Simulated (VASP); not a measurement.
Band structure of SiS2 (space group I-42d). All values below come from LDA (Ceperley-Alder, Perdew-Zunger), VASP's LDA PAW potentials (set 64) (plane waves; VASP).

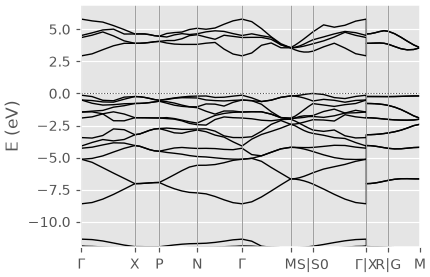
Fig. 1. Bands along high-symmetry lines, zero at the valence-band maximum or, without a gap, the Fermi level

Task: Read the plot: is there a gap, and where are the band edges?

Result: The gap is indirect, 2.93 eV, from the valence maximum at S to the conduction minimum at Γ.

The structure comes from a computed database's SiS2 entry; how it stands against other phases isn't given here. The cell was not relaxed at this level.
